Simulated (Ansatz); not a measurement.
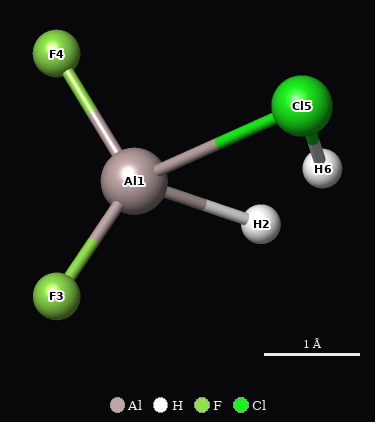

**Figure 1.** The input geometry (ball-and-stick view, seen at an oblique angle; atoms are numbered from 1 in the order of the input). Sticks mark near contacts.

**AlH₂ClF₂: molecular dynamics (part 1 of 5)**

The run: molecular dynamics of AlH₂ClF₂. Method and program: RKS PBE-D4/def2-SVP (Ansatz 0.2.0).

It belongs to a series of runs on one base structure; here: dynamics from the highest image of the converged band. Figures and captions count atoms from 1; the log counts them from 0 in places.

**Output**
```
Engine: ansatz 0.2.0, aarch64-unknown-linux-gnu
Functional definition: PBE
  parameter kappa = 0.804
  parameter beta = 0.06672455060314922
  exchange = pbe_x(kappa = kappa, mu = beta*pi^2/3)
  correlation = pbe_c(beta = beta)
800 factors; their error is unknown
mean field evaluation 1: about -24561.0482 eV, gradient 5.1e1 eV
mean field evaluation 2: about -24540.0000 eV, gradient 1.3e2 eV
mean field evaluation 4: about -24565.3112 eV, gradient 2.8e0 eV
mean field evaluation 8: about -24565.3378 eV, gradient 5.8e-2 eV
mean field evaluation 16: about -24565.2894 eV, gradient 2.8e-5 eV
mean field -24565.28938274 eV, -902.7577338645 hartree, gradient 2.8e-5 eV, S^2 0.000000; 0 other end points of the search recorded, 0 dependent functions left out
the calculation of the forces begins
reference -24565.28942100 eV, -902.7577352705 hartree; 25, 25 occupied and 49, 49 virtual orbitals, 800 factors
md step     0: t =     0.00 fs  T =   300.0 K  F+E_penalty+E_count = -24565.39273335 eV  E_kin = 0.155112 eV  conserved = -24565.23762135 eV  (25 SCF iters)
these checks for a lower state are left out or cut short: starts, cluster_reference, orbital_swaps, neighbouring_geometries, increment
800 factors; their error is unknown
mean field -24565.28788930 eV, -902.7576789817 hartree, gradient 2.0e-5 eV, S^2 0.000000; 0 other end points of the search recorded, 0 dependent functions left out
the calculation of the forces begins
reference -24565.28792758 eV, -902.7576803885 hartree; 25, 25 occupied and 49, 49 virtual orbitals, 800 factors
md step     1: t =     0.50 fs  T =   297.0 K  F+E_penalty+E_count = -24565.39115872 eV  E_kin = 0.153548 eV  conserved = -24565.23761108 eV  (28 SCF iters)
[... from here on the SCF iterations and repeated set-up lines of each step are left out, up to the last step ...]
md step     2: t =     1.00 fs  T =   288.4 K  F+E_penalty+E_count = -24565.38668088 eV  E_kin = 0.149093 eV  conserved = -24565.23758814 eV  (28 SCF iters)
md step     3: t =     1.50 fs  T =   274.8 K  F+E_penalty+E_count = -24565.37965135 eV  E_kin = 0.142096 eV  conserved = -24565.23755578 eV  (28 SCF iters)
md step     4: t =     2.00 fs  T =   257.3 K  F+E_penalty+E_count = -24565.37057353 eV  E_kin = 0.133056 eV  conserved = -24565.23751749 eV  (28 SCF iters)
md step     5: t =     2.50 fs  T =   237.1 K  F+E_penalty+E_count = -24565.36004860 eV  E_kin = 0.122572 eV  conserved = -24565.23747653 eV  (28 SCF iters)
md step     6: t =     3.00 fs  T =   215.2 K  F+E_penalty+E_count = -24565.34872361 eV  E_kin = 0.111288 eV  conserved = -24565.23743580 eV  (28 SCF iters)
md step     7: t =     3.50 fs  T =   193.1 K  F+E_penalty+E_count = -24565.33724516 eV  E_kin = 0.099848 eV  conserved = -24565.23739764 eV  (28 SCF iters)
md step     8: t =     4.00 fs  T =   171.9 K  F+E_penalty+E_count = -24565.32622080 eV  E_kin = 0.088857 eV  conserved = -24565.23736393 eV  (29 SCF iters)
md step     9: t =     4.50 fs  T =   152.5 K  F+E_penalty+E_count = -24565.31618826 eV  E_kin = 0.078852 eV  conserved = -24565.23733611 eV  (30 SCF iters)
md step    10: t =     5.00 fs  T =   135.9 K  F+E_penalty+E_count = -24565.30759171 eV  E_kin = 0.070276 eV  conserved = -24565.23731531 eV  (30 SCF iters)
md step    11: t =     5.50 fs  T =   122.7 K  F+E_penalty+E_count = -24565.30076418 eV  E_kin = 0.063462 eV  conserved = -24565.23730216 eV  (31 SCF iters)
md step    12: t =     6.00 fs  T =   113.4 K  F+E_penalty+E_count = -24565.29591551 eV  E_kin = 0.058618 eV  conserved = -24565.23729721 eV  (30 SCF iters)
md step    13: t =     6.50 fs  T =   108.0 K  F+E_penalty+E_count = -24565.29312414 eV  E_kin = 0.055823 eV  conserved = -24565.23730070 eV  (29 SCF iters)
md step    14: t =     7.00 fs  T =   106.4 K  F+E_penalty+E_count = -24565.29233322 eV  E_kin = 0.055021 eV  conserved = -24565.23731268 eV  (28 SCF iters)
md step    15: t =     7.50 fs  T =   108.3 K  F+E_penalty+E_count = -24565.29335098 eV  E_kin = 0.056018 eV  conserved = -24565.23733289 eV  (28 SCF iters)
md step    16: t =     8.00 fs  T =   113.1 K  F+E_penalty+E_count = -24565.29585643 eV  E_kin = 0.058496 eV  conserved = -24565.23736069 eV  (28 SCF iters)
md step    17: t =     8.50 fs  T =   119.9 K  F+E_penalty+E_count = -24565.29941175 eV  E_kin = 0.062017 eV  conserved = -24565.23739481 eV  (26 SCF iters)
md step    18: t =     9.00 fs  T =   127.7 K  F+E_penalty+E_count = -24565.30348376 eV  E_kin = 0.066050 eV  conserved = -24565.23743340 eV  (28 SCF iters)
md step    19: t =     9.50 fs  T =   135.4 K  F+E_penalty+E_count = -24565.30747575 eV  E_kin = 0.070002 eV  conserved = -24565.23747380 eV  (28 SCF iters)
md step    20: t =    10.00 fs  T =   141.7 K  F+E_penalty+E_count = -24565.31077176 eV  E_kin = 0.073259 eV  conserved = -24565.23751247 eV  (28 SCF iters)
md step    21: t =    10.50 fs  T =   145.5 K  F+E_penalty+E_count = -24565.31279357 eV  E_kin = 0.075248 eV  conserved = -24565.23754518 eV  (28 SCF iters)
md step    22: t =    11.00 fs  T =   146.0 K  F+E_penalty+E_count = -24565.31306810 eV  E_kin = 0.075501 eV  conserved = -24565.23756698 eV  (28 SCF iters)
md step    23: t =    11.50 fs  T =   142.6 K  F+E_penalty+E_count = -24565.31130163 eV  E_kin = 0.073728 eV  conserved = -24565.23757347 eV  (28 SCF iters)
md step    24: t =    12.00 fs  T =   135.2 K  F+E_penalty+E_count = -24565.30744870 eV  E_kin = 0.069888 eV  conserved = -24565.23756092 eV  (28 SCF iters)
md step    25: t =    12.50 fs  T =   124.2 K  F+E_penalty+E_count = -24565.30176457 eV  E_kin = 0.064237 eV  conserved = -24565.23752789 eV  (28 SCF iters)
md step    26: t =    13.00 fs  T =   110.9 K  F+E_penalty+E_count = -24565.29482275 eV  E_kin = 0.057347 eV  conserved = -24565.23747607 eV  (28 SCF iters)
md step    27: t =    13.50 fs  T =    96.8 K  F+E_penalty+E_count = -24565.28748264 eV  E_kin = 0.050071 eV  conserved = -24565.23741118 eV  (28 SCF iters)
md step    28: t =    14.00 fs  T =    84.0 K  F+E_penalty+E_count = -24565.28079797 eV  E_kin = 0.043455 eV  conserved = -24565.23734254 eV  (28 SCF iters)
md step    29: t =    14.50 fs  T =    74.6 K  F+E_penalty+E_count = -24565.27586998 eV  E_kin = 0.038589 eV  conserved = -24565.23728141 eV  (28 SCF iters)
md step    30: t =    15.00 fs  T =    70.5 K  F+E_penalty+E_count = -24565.27366759 eV  E_kin = 0.036428 eV  conserved = -24565.23723970 eV  (28 SCF iters)
md step    31: t =    15.50 fs  T =    72.8 K  F+E_penalty+E_count = -24565.27484682 eV  E_kin = 0.037620 eV  conserved = -24565.23722640 eV  (28 SCF iters)
md step    32: t =    16.00 fs  T =    81.9 K  F+E_penalty+E_count = -24565.27961414 eV  E_kin = 0.042369 eV  conserved = -24565.23724540 eV  (28 SCF iters)
md step    33: t =    16.50 fs  T =    97.4 K  F+E_penalty+E_count = -24565.28766810 eV  E_kin = 0.050374 eV  conserved = -24565.23729445 eV  (28 SCF iters)
md step    34: t =    17.00 fs  T =   117.7 K  F+E_penalty+E_count = -24565.29823573 eV  E_kin = 0.060871 eV  conserved = -24565.23736512 eV  (28 SCF iters)
md step    35: t =    17.50 fs  T =   140.7 K  F+E_penalty+E_count = -24565.31019731 eV  E_kin = 0.072751 eV  conserved = -24565.23744603 eV  (28 SCF iters)
md step    36: t =    18.00 fs  T =   163.9 K  F+E_penalty+E_count = -24565.32226530 eV  E_kin = 0.084740 eV  conserved = -24565.23752493 eV  (25 SCF iters)
md step    37: t =    18.50 fs  T =   184.9 K  F+E_penalty+E_count = -24565.33317793 eV  E_kin = 0.095587 eV  conserved = -24565.23759070 eV  (28 SCF iters)
md step    38: t =    19.00 fs  T =   201.6 K  F+E_penalty+E_count = -24565.34186918 eV  E_kin = 0.104233 eV  conserved = -24565.23763610 eV  (28 SCF iters)
md step    39: t =    19.50 fs  T =   212.6 K  F+E_penalty+E_count = -24565.34758528 eV  E_kin = 0.109927 eV  conserved = -24565.23765783 eV  (28 SCF iters)
md step    40: t =    20.00 fs  T =   217.2 K  F+E_penalty+E_count = -24565.34994021 eV  E_kin = 0.112284 eV  conserved = -24565.23765644 eV  (28 SCF iters)
md step    41: t =    20.50 fs  T =   215.2 K  F+E_penalty+E_count = -24565.34891342 eV  E_kin = 0.111278 eV  conserved = -24565.23763497 eV  (28 SCF iters)
md step    42: t =    21.00 fs  T =   207.3 K  F+E_penalty+E_count = -24565.34480542 eV  E_kin = 0.107207 eV  conserved = -24565.23759820 eV  (28 SCF iters)
md step    43: t =    21.50 fs  T =   194.6 K  F+E_penalty+E_count = -24565.33816679 eV  E_kin = 0.100616 eV  conserved = -24565.23755124 eV  (28 SCF iters)
md step    44: t =    22.00 fs  T =   178.4 K  F+E_penalty+E_count = -24565.32971743 eV  E_kin = 0.092218 eV  conserved = -24565.23749919 eV  (28 SCF iters)
md step    45: t =    22.50 fs  T =   160.2 K  F+E_penalty+E_count = -24565.32026650 eV  E_kin = 0.082820 eV  conserved = -24565.23744653 eV  (28 SCF iters)
md step    46: t =    23.00 fs  T =   141.7 K  F+E_penalty+E_count = -24565.31064065 eV  E_kin = 0.073244 eV  conserved = -24565.23739690 eV  (28 SCF iters)
md step    47: t =    23.50 fs  T =   124.3 K  F+E_penalty+E_count = -24565.30162420 eV  E_kin = 0.064271 eV  conserved = -24565.23735321 eV  (28 SCF iters)
md step    48: t =    24.00 fs  T =   109.5 K  F+E_penalty+E_count = -24565.29391112 eV  E_kin = 0.056593 eV  conserved = -24565.23731766 eV  (28 SCF iters)
md step    49: t =    24.50 fs  T =    98.2 K  F+E_penalty+E_count = -24565.28806855 eV  E_kin = 0.050777 eV  conserved = -24565.23729178 eV  (29 SCF iters)
md step    50: t =    25.00 fs  T =    91.4 K  F+E_penalty+E_count = -24565.28451008 eV  E_kin = 0.047233 eV  conserved = -24565.23727667 eV  (28 SCF iters)
md step    51: t =    25.50 fs  T =    89.4 K  F+E_penalty+E_count = -24565.28347690 eV  E_kin = 0.046204 eV  conserved = -24565.23727308 eV  (22 SCF iters)
md step    52: t =    26.00 fs  T =    92.3 K  F+E_penalty+E_count = -24565.28502584 eV  E_kin = 0.047744 eV  conserved = -24565.23728140 eV  (30 SCF iters)
md step    53: t =    26.50 fs  T =   100.0 K  F+E_penalty+E_count = -24565.28902386 eV  E_kin = 0.051722 eV  conserved = -24565.23730164 eV  (29 SCF iters)
md step    54: t =    27.00 fs  T =   111.8 K  F+E_penalty+E_count = -24565.29514924 eV  E_kin = 0.057816 eV  conserved = -24565.23733328 eV  (26 SCF iters)
md step    55: t =    27.50 fs  T =   126.7 K  F+E_penalty+E_count = -24565.30290164 eV  E_kin = 0.065526 eV  conserved = -24565.23737522 eV  (28 SCF iters)
md step    56: t =    28.00 fs  T =   143.5 K  F+E_penalty+E_count = -24565.31162275 eV  E_kin = 0.074197 eV  conserved = -24565.23742549 eV  (28 SCF iters)
md step    57: t =    28.50 fs  T =   160.6 K  F+E_penalty+E_count = -24565.32053083 eV  E_kin = 0.083050 eV  conserved = -24565.23748106 eV  (28 SCF iters)
md step    58: t =    29.00 fs  T =   176.5 K  F+E_penalty+E_count = -24565.32877189 eV  E_kin = 0.091234 eV  conserved = -24565.23753769 eV  (28 SCF iters)
md step    59: t =    29.50 fs  T =   189.3 K  F+E_penalty+E_count = -24565.33548935 eV  E_kin = 0.097899 eV  conserved = -24565.23758990 eV  (28 SCF iters)
md step    60: t =    30.00 fs  T =   197.8 K  F+E_penalty+E_count = -24565.33991167 eV  E_kin = 0.102281 eV  conserved = -24565.23763113 eV  (28 SCF iters)
md step    61: t =    30.50 fs  T =   200.8 K  F+E_penalty+E_count = -24565.34145423 eV  E_kin = 0.103800 eV  conserved = -24565.23765466 eV  (28 SCF iters)
md step    62: t =    31.00 fs  T =   197.6 K  F+E_penalty+E_count = -24565.33982430 eV  E_kin = 0.102170 eV  conserved = -24565.23765416 eV  (28 SCF iters)
md step    63: t =    31.50 fs  T =   188.6 K  F+E_penalty+E_count = -24565.33511409 eV  E_kin = 0.097489 eV  conserved = -24565.23762548 eV  (28 SCF iters)
md step    64: t =    32.00 fs  T =   174.6 K  F+E_penalty+E_count = -24565.32785818 eV  E_kin = 0.090290 eV  conserved = -24565.23756831 eV  (28 SCF iters)
md step    65: t =    32.50 fs  T =   157.7 K  F+E_penalty+E_count = -24565.31903038 eV  E_kin = 0.081543 eV  conserved = -24565.23748771 eV  (28 SCF iters)
md step    66: t =    33.00 fs  T =   140.3 K  F+E_penalty+E_count = -24565.30995901 eV  E_kin = 0.072565 eV  conserved = -24565.23739429 eV  (28 SCF iters)
md step    67: t =    33.50 fs  T =   125.4 K  F+E_penalty+E_count = -24565.30215557 eV  E_kin = 0.064852 eV  conserved = -24565.23730326 eV  (28 SCF iters)
md step    68: t =    34.00 fs  T =   115.7 K  F+E_penalty+E_count = -24565.29707447 eV  E_kin = 0.059842 eV  conserved = -24565.23723205 eV  (28 SCF iters)
md step    69: t =    34.50 fs  T =   113.4 K  F+E_penalty+E_count = -24565.29584600 eV  E_kin = 0.058650 eV  conserved = -24565.23719557 eV  (28 SCF iters)
md step    70: t =    35.00 fs  T =   119.6 K  F+E_penalty+E_count = -24565.29904744 eV  E_kin = 0.061845 eV  conserved = -24565.23720225 eV  (28 SCF iters)
md step    71: t =    35.50 fs  T =   134.1 K  F+E_penalty+E_count = -24565.30657396 eV  E_kin = 0.069322 eV  conserved = -24565.23725178 eV  (28 SCF iters)
md step    72: t =    36.00 fs  T =   155.3 K  F+E_penalty+E_count = -24565.31764740 eV  E_kin = 0.080313 eV  conserved = -24565.23733430 eV  (28 SCF iters)
md step    73: t =    36.50 fs  T =   180.9 K  F+E_penalty+E_count = -24565.33096543 eV  E_kin = 0.093532 eV  conserved = -24565.23743376 eV  (25 SCF iters)
md step    74: t =    37.00 fs  T =   207.8 K  F+E_penalty+E_count = -24565.34494753 eV  E_kin = 0.107415 eV  conserved = -24565.23753221 eV  (28 SCF iters)
md step    75: t =    37.50 fs  T =   232.9 K  F+E_penalty+E_count = -24565.35801307 eV  E_kin = 0.120399 eV  conserved = -24565.23761367 eV  (28 SCF iters)
md step    76: t =    38.00 fs  T =   253.7 K  F+E_penalty+E_count = -24565.36882760 eV  E_kin = 0.131159 eV  conserved = -24565.23766836 eV  (28 SCF iters)
md step    77: t =    38.50 fs  T =   268.4 K  F+E_penalty+E_count = -24565.37646729 eV  E_kin = 0.138776 eV  conserved = -24565.23769178 eV  (28 SCF iters)
md step    78: t =    39.00 fs  T =   276.2 K  F+E_penalty+E_count = -24565.38049156 eV  E_kin = 0.142806 eV  conserved = -24565.23768545 eV  (28 SCF iters)
md step    79: t =    39.50 fs  T =   277.1 K  F+E_penalty+E_count = -24565.38092764 eV  E_kin = 0.143273 eV  conserved = -24565.23765466 eV  (28 SCF iters)
md step    80: t =    40.00 fs  T =   271.9 K  F+E_penalty+E_count = -24565.37819477 eV  E_kin = 0.140588 eV  conserved = -24565.23760662 eV  (28 SCF iters)
md step    81: t =    40.50 fs  T =   262.0 K  F+E_penalty+E_count = -24565.37299603 eV  E_kin = 0.135447 eV  conserved = -24565.23754879 eV  (28 SCF iters)
md step    82: t =    41.00 fs  T =   248.9 K  F+E_penalty+E_count = -24565.36620283 eV  E_kin = 0.128715 eV  conserved = -24565.23748780 eV  (28 SCF iters)
md step    83: t =    41.50 fs  T =   234.6 K  F+E_penalty+E_count = -24565.35874879 eV  E_kin = 0.121320 eV  conserved = -24565.23742913 eV  (28 SCF iters)
md step    84: t =    42.00 fs  T =   220.8 K  F+E_penalty+E_count = -24565.35154155 eV  E_kin = 0.114165 eV  conserved = -24565.23737690 eV  (28 SCF iters)
md step    85: t =    42.50 fs  T =   209.0 K  F+E_penalty+E_count = -24565.34539519 eV  E_kin = 0.108061 eV  conserved = -24565.23733391 eV  (27 SCF iters)
md step    86: t =    43.00 fs  T =   200.5 K  F+E_penalty+E_count = -24565.34098254 eV  E_kin = 0.103681 eV  conserved = -24565.23730194 eV  (27 SCF iters)
md step    87: t =    43.50 fs  T =   196.4 K  F+E_penalty+E_count = -24565.33880399 eV  E_kin = 0.101522 eV  conserved = -24565.23728196 eV  (27 SCF iters)
md step    88: t =    44.00 fs  T =   197.1 K  F+E_penalty+E_count = -24565.33916982 eV  E_kin = 0.101895 eV  conserved = -24565.23727438 eV  (27 SCF iters)
md step    89: t =    44.50 fs  T =   202.9 K  F+E_penalty+E_count = -24565.34219258 eV  E_kin = 0.104913 eV  conserved = -24565.23727921 eV  (27 SCF iters)
md step    90: t =    45.00 fs  T =   213.7 K  F+E_penalty+E_count = -24565.34778710 eV  E_kin = 0.110491 eV  conserved = -24565.23729604 eV  (27 SCF iters)
md step    91: t =    45.50 fs  T =   228.9 K  F+E_penalty+E_count = -24565.35567680 eV  E_kin = 0.118352 eV  conserved = -24565.23732433 eV  (27 SCF iters)
md step    92: t =    46.00 fs  T =   247.6 K  F+E_penalty+E_count = -24565.36540477 eV  E_kin = 0.128042 eV  conserved = -24565.23736320 eV  (25 SCF iters)
md step    93: t =    46.50 fs  T =   268.7 K  F+E_penalty+E_count = -24565.37635024 eV  E_kin = 0.138939 eV  conserved = -24565.23741146 eV  (27 SCF iters)
md step    94: t =    47.00 fs  T =   290.7 K  F+E_penalty+E_count = -24565.38775156 eV  E_kin = 0.150284 eV  conserved = -24565.23746754 eV  (26 SCF iters)
md step    95: t =    47.50 fs  T =   311.8 K  F+E_penalty+E_count = -24565.39873744 eV  E_kin = 0.161209 eV  conserved = -24565.23752851 eV  (26 SCF iters)
md step    96: t =    48.00 fs  T =   330.3 K  F+E_penalty+E_count = -24565.40837378 eV  E_kin = 0.170783 eV  conserved = -24565.23759058 eV  (27 SCF iters)
md step    97: t =    48.50 fs  T =   344.4 K  F+E_penalty+E_count = -24565.41572926 eV  E_kin = 0.178081 eV  conserved = -24565.23764816 eV  (28 SCF iters)
md step    98: t =    49.00 fs  T =   352.5 K  F+E_penalty+E_count = -24565.41996759 eV  E_kin = 0.182274 eV  conserved = -24565.23769352 eV  (28 SCF iters)
md step    99: t =    49.50 fs  T =   353.5 K  F+E_penalty+E_count = -24565.42046824 eV  E_kin = 0.182751 eV  conserved = -24565.23771746 eV  (28 SCF iters)
md step   100: t =    50.00 fs  T =   346.7 K  F+E_penalty+E_count = -24565.41696669 eV  E_kin = 0.179256 eV  conserved = -24565.23771076 eV  (28 SCF iters)
md step   101: t =    50.50 fs  T =   332.7 K  F+E_penalty+E_count = -24565.40969045 eV  E_kin = 0.172024 eV  conserved = -24565.23766694 eV  (28 SCF iters)
md step   102: t =    51.00 fs  T =   313.1 K  F+E_penalty+E_count = -24565.39944893 eV  E_kin = 0.161864 eV  conserved = -24565.23758527 eV  (28 SCF iters)
md step   103: t =    51.50 fs  T =   290.4 K  F+E_penalty+E_count = -24565.38762939 eV  E_kin = 0.150155 eV  conserved = -24565.23747417 eV  (28 SCF iters)
md step   104: t =    52.00 fs  T =   268.3 K  F+E_penalty+E_count = -24565.37605610 eV  E_kin = 0.138705 eV  conserved = -24565.23735071 eV  (28 SCF iters)
md step   105: t =    52.50 fs  T =   250.4 K  F+E_penalty+E_count = -24565.36671162 eV  E_kin = 0.129471 eV  conserved = -24565.23724056 eV  (28 SCF iters)
md step   106: t =    53.00 fs  T =   240.2 K  F+E_penalty+E_count = -24565.36135345 eV  E_kin = 0.124185 eV  conserved = -24565.23716824 eV  (28 SCF iters)
md step   107: t =    53.50 fs  T =   239.8 K  F+E_penalty+E_count = -24565.36113238 eV  E_kin = 0.123981 eV  conserved = -24565.23715164 eV  (27 SCF iters)
md step   108: t =    54.00 fs  T =   249.7 K  F+E_penalty+E_count = -24565.36631946 eV  E_kin = 0.129124 eV  conserved = -24565.23719538 eV  (28 SCF iters)
md step   109: t =    54.50 fs  T =   268.7 K  F+E_penalty+E_count = -24565.37623512 eV  E_kin = 0.138946 eV  conserved = -24565.23728920 eV  (28 SCF iters)
md step   110: t =    55.00 fs  T =   294.0 K  F+E_penalty+E_count = -24565.38940459 eV  E_kin = 0.151992 eV  conserved = -24565.23741222 eV  (28 SCF iters)
md step   111: t =    55.50 fs  T =   321.7 K  F+E_penalty+E_count = -24565.40388352 eV  E_kin = 0.166346 eV  conserved = -24565.23753726 eV  (25 SCF iters)
md step   112: t =    56.00 fs  T =   348.2 K  F+E_penalty+E_count = -24565.41765953 eV  E_kin = 0.180017 eV  conserved = -24565.23764209 eV  (28 SCF iters)
md step   113: t =    56.50 fs  T =   370.0 K  F+E_penalty+E_count = -24565.42900715 eV  E_kin = 0.191296 eV  conserved = -24565.23771136 eV  (28 SCF iters)
md step   114: t =    57.00 fs  T =   384.9 K  F+E_penalty+E_count = -24565.43673288 eV  E_kin = 0.198993 eV  conserved = -24565.23773976 eV  (28 SCF iters)
md step   115: t =    57.50 fs  T =   391.7 K  F+E_penalty+E_count = -24565.44027742 eV  E_kin = 0.202548 eV  conserved = -24565.23772897 eV  (28 SCF iters)
md step   116: t =    58.00 fs  T =   390.7 K  F+E_penalty+E_count = -24565.43969815 eV  E_kin = 0.202012 eV  conserved = -24565.23768629 eV  (28 SCF iters)
md step   117: t =    58.50 fs  T =   382.8 K  F+E_penalty+E_count = -24565.43556600 eV  E_kin = 0.197945 eV  conserved = -24565.23762135 eV  (28 SCF iters)
md step   118: t =    59.00 fs  T =   369.9 K  F+E_penalty+E_count = -24565.42882139 eV  E_kin = 0.191277 eV  conserved = -24565.23754411 eV  (28 SCF iters)
md step   119: t =    59.50 fs  T =   354.2 K  F+E_penalty+E_count = -24565.42062077 eV  E_kin = 0.183157 eV  conserved = -24565.23746369 eV  (28 SCF iters)
md step   120: t =    60.00 fs  T =   338.1 K  F+E_penalty+E_count = -24565.41219318 eV  E_kin = 0.174806 eV  conserved = -24565.23738765 eV  (27 SCF iters)
```
